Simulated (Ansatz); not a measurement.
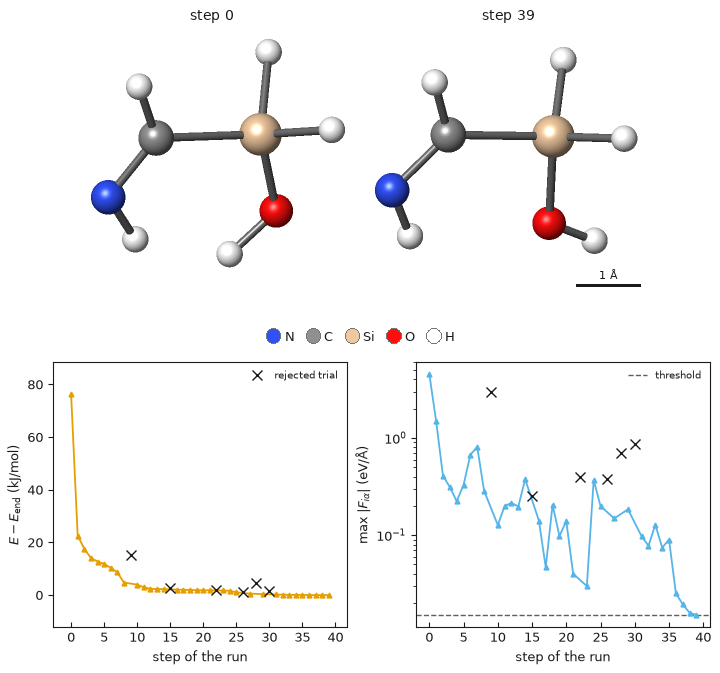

First and last geometry of a relaxation of CH5NOSi, with the history of the run. The picture is a ball-and-stick view, seen at a tilt.

The run prepares an end point of a later path (torsion) calculation, from a guessed geometry.

All numbers below come from RHF/def2-SVP (Ansatz 0.2.0).

Input file:
```yaml
crystal:
  periodic: [false, false, false]
  atoms:
    - { symbol: "N", position_ang: [-0.8673, 0.8783, -1.1092] }
    - { symbol: C, position_ang: [0.2499, 0.7239, -0.6056] }
    - { symbol: Si, position_ang: [1.63456, 1.84063, -1.18002] }
    - { symbol: O, position_ang: [1.20429, 2.86113, -2.29741] }
    - { symbol: H, position_ang: [-0.8688, 1.6779, -1.8286] }
    - { symbol: H, position_ang: [0.45627, -0.03836, 0.18092] }
    - { symbol: H, position_ang: [2.80831, 1.01504, -1.68263] }
    - { symbol: H, position_ang: [2.20822, 2.60049, 0.00566] }
    - { symbol: H, position_ang: [0.25095, 2.74773, -2.60213] }
basis:
  gaussian: { orbitals: def2-SVP }
hamiltonian:
  xc: hf
relax:
  f_tol: 0.015
  max_steps: 40
output:
  orbitals: {}
```

Command:
```bash
ansatz run input.yaml --threads 1 --pin off --max-ram 2048MiB --backend cpu --events-out ev --progress --plain --runs-dir out
```

Question: What do the curves and the structures tell?

Answer: The relaxation stopped without meeting its thresholds, so the last structure isn't shown to be converged. It used up its limit of 40 steps. The energy falls by 76.4 kJ/mol in 33 accepted moves (39 points after the start). Largest force component: 4.6 eV/Å at the start, 0.015 eV/Å at the end. The line search rejected the trial steps at points 9, 15, 22, 26, 28, 30 of the run. The largest move after the best rigid fit is that of H9, 1.21 Å. By element the largest moves are H 1.21 Å, O 0.42 Å, N 0.29 Å, C 0.09 Å, Si 0.06 Å. Some distances before and after: Si3–O4 1.573 → 1.651 Å, N1–H5 1.076 → 1.011 Å, O4–H9 1.007 → 0.944 Å, Si3–H7 1.520 → 1.481 Å. Among the angles between lasting bonds that change: C2–Si3–O4 113.8° → 103.9°, Si3–O4–H9 113.6° → 122.2°, N1–C2–Si3 118.0° → 124.5°. Groups turn about Si3–O4 by about 175°.
